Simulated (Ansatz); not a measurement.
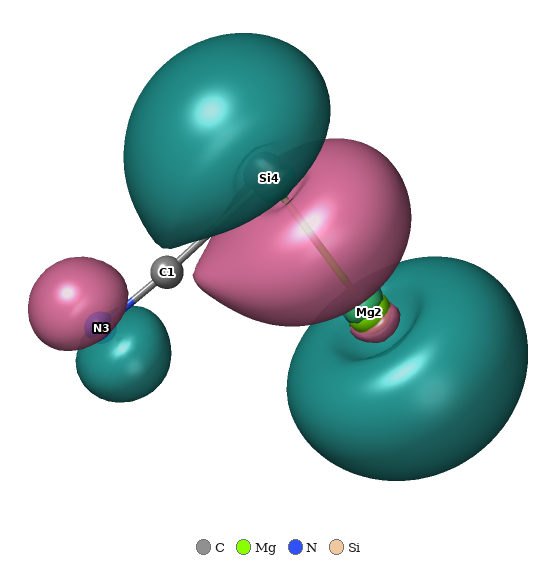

Figure 1: CMgNSi (doublet). One frontier orbital at ±0.08 Å⁻³ᐟ² (teal and pink are the two phases), seen at an oblique angle.

Geometry: B3LYP-D3(BJ)/def2-SVP; ⟨S²⟩ = 0.91, above the pure value of 0.75.

Theory: Ansatz, isolated molecule in a Gaussian basis; Kohn-Sham density functional theory, functional PBE0.

```xyz
4

C    -2.4267   -0.4978   -0.2139
Mg   -4.5284    1.6095    0.1991
N    -2.0340   -0.8217   -1.2703
Si   -2.9871   -0.0528    1.5340
```

### Which orbital is it: HOMO (β) or LUMO (β)?

The LUMO (β), at −3.21 eV. By Hirshfeld shares it lies mainly on Si4 (about 45 %), Mg2 (about 45 %) and N3 (about 5 %); it is symmetric in the molecular plane (an in-plane orbital: σ, lone-pair or in-plane π type).
